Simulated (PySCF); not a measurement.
```yaml
atoms:
  - { symbol: C, position_ang: [-2.0155, -0.7895, 0.1390] }
  - { symbol: C, position_ang: [-0.5868, -0.4058, 0.0432] }
  - { symbol: C, position_ang: [0.4196, -1.3495, 0.0091] }
  - { symbol: C, position_ang: [1.7542, -0.9641, -0.0791] }
  - { symbol: F, position_ang: [2.6817, -1.8913, -0.1076] }
  - { symbol: C, position_ang: [2.1421, 0.3825, -0.1370] }
  - { symbol: C, position_ang: [1.1786, 1.3491, -0.1057] }
  - { symbol: C, position_ang: [-0.1983, 0.9750, -0.0153] }
  - { symbol: C, position_ang: [-1.1275, 1.9550, 0.0137] }
  - { symbol: O, position_ang: [-1.8937, 2.7823, 0.0371] }
  - { symbol: H, position_ang: [-2.4753, -0.3667, 1.0329] }
  - { symbol: H, position_ang: [-2.5788, -0.4208, -0.7189] }
  - { symbol: H, position_ang: [-2.1222, -1.8699, 0.1784] }
  - { symbol: H, position_ang: [0.1825, -2.4025, 0.0507] }
  - { symbol: H, position_ang: [3.1903, 0.6306, -0.2050] }
  - { symbol: H, position_ang: [1.4415, 2.3945, -0.1471] }
```

Geometry: GFN2-xTB.

The calculation used PySCF 2.14.0, PBE0/def2-SVPD, SCF density, gas phase.

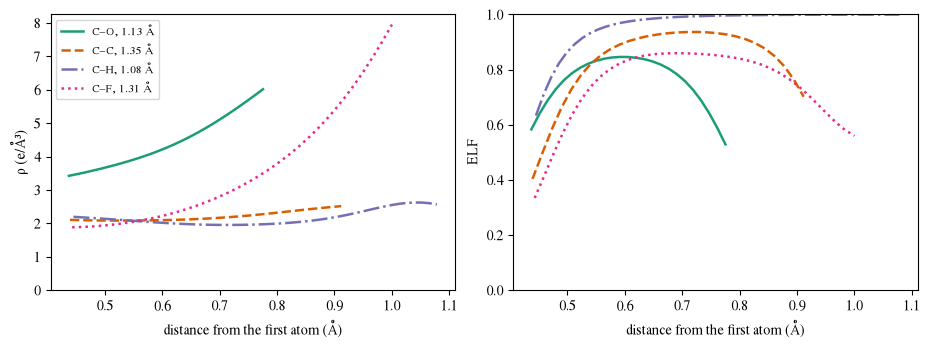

C$_{8}$H$_{6}$FO (SMILES Cc1cc(F)ccc1C#[O+]) (charge +1). Total electron density and ELF along straight lines between neighbouring atoms. The curves leave out the atomic cores.

**Compare the contacts.**

C–O (1.13 Å): ρ at the midpoint is about 4 e/Å³; the ELF peaks at about 0.85 between the atoms; a short, multiple covalent bond.
C–C (1.35 Å): the density is about 2.1 e/Å³ at the midpoint; the ELF peaks at about 0.95 between the atoms: localised, covalent bonding.
C–H (1.08 Å): ρ at the midpoint is about 2.1 e/Å³; the ELF climbs to about 1 towards the hydrogen, as it does in any bond to H; a covalent bond by its length.
C–F (1.31 Å): ρ at the midpoint is about 2.5 e/Å³; the ELF peaks at about 0.85 between the atoms (a shared but strongly polarised pair).
